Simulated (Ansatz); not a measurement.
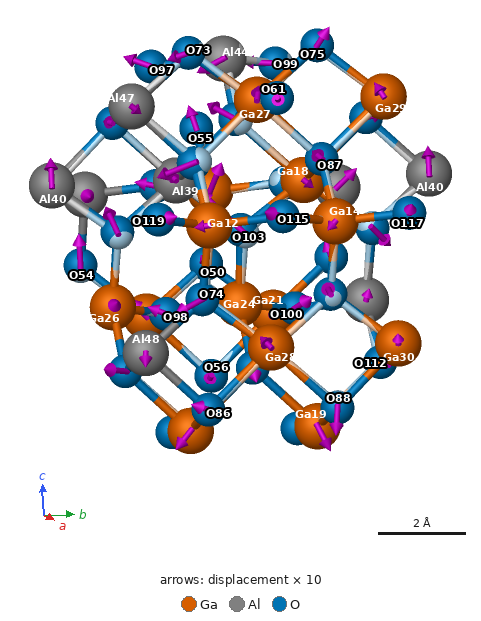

This is a relaxation of a crystal of Ga₃₀Al₁₈O₇₂ (a generated structure, set up in P1). The starting structure is drawn faded, the final one solid; purple arrows show the displacements, 10 times their true length.

Style: ball-and-stick. Shown: the atoms within 5.0 Å of the atom that moves most (axes of the cell of the calculation), slightly off an axis.

These are results of DFT, PBEsol, PAW, plane waves in Ansatz 0.2.0, not measurements. Set-up: plane-wave cutoff 420 eV; k-point mesh 1 × 1 × 1; mesh shifted by (0.25, 0.25, 0.25); no spin polarisation; cell relaxed at fixed alpha, beta, gamma; force threshold 0.03 eV/Å; at most 80 steps.

### Which element moves most?

Oxygen: up to 0.14 Å, against 0.10 Å for gallium.

### What happened in the run?

After 5 geometry steps the energy has fallen by 31.6 meV per atom. The largest force component goes from 2.5 to 0.0069 eV/Å. The pressure goes from 1.16 to 0.00 GPa. The largest move relative to the cell is that of an O atom, 0.14 Å roughly along [0 −1 1]. Largest moves by element: O 0.14 Å, Ga 0.10 Å, Al 0.08 Å. The volume changes by −0.1 %, with a 12.101 → 12.100 Å (0.0 %), b 8.996 → 8.990 Å (−0.1 %), c unchanged at 11.488 Å. Among the contacts that change: Al–O 2.016 → 1.890 Å, Ga–O 1.980 → 2.101 Å, Ga–O 2.041 → 2.143 Å, Ga–O 1.742 → 1.837 Å. Bond angles that change, for instance: O–Ga–O 107.3° → 114.3°, Ga–O–Ga 123.8° → 117.7°, Al–O–Al 120.6° → 126.2°. The space group stays P1 (No. 1).
